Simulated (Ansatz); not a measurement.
These are PBE (plane waves to 420 eV, PAW; Ansatz, a quantum-chemistry and plane-wave program) values and carry that method's errors.

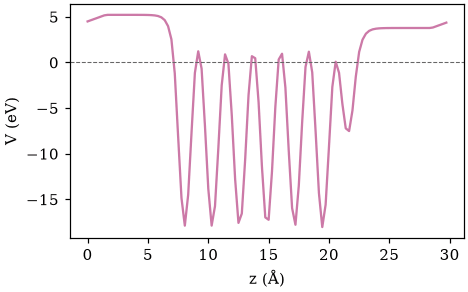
*Electrostatic potential energy of an electron, averaged over planes parallel to the surface, in eV from the Fermi level, for a constructed model of the (111) surface of fcc Pd, (√3x√3)R30° layer of Bi, one a cell, on the site that continues the host's stacking (bottom of the slab: a bare face, its two planes held)*

Model: 19-atom slab, 13.9 Å thick at the start, 9x9x1 mesh, Fermi-Dirac 0.1 eV, dipole correction, 6 atoms held, the rest relaxed; symmetry of the start imposed; no spin, no spin-orbit, no U. It is one candidate, not shown to be the stable structure of the face.

The surface cell has an area of 20.20 Å². What dipole along the normal does the step between the two vacuum levels imply?

the top vacuum level lies 1.44 eV below the bottom one; p = −ε₀ A ΔV (ε₀ = 0.005526 e/(V·Å)) gives 0.16 e·Å a cell.
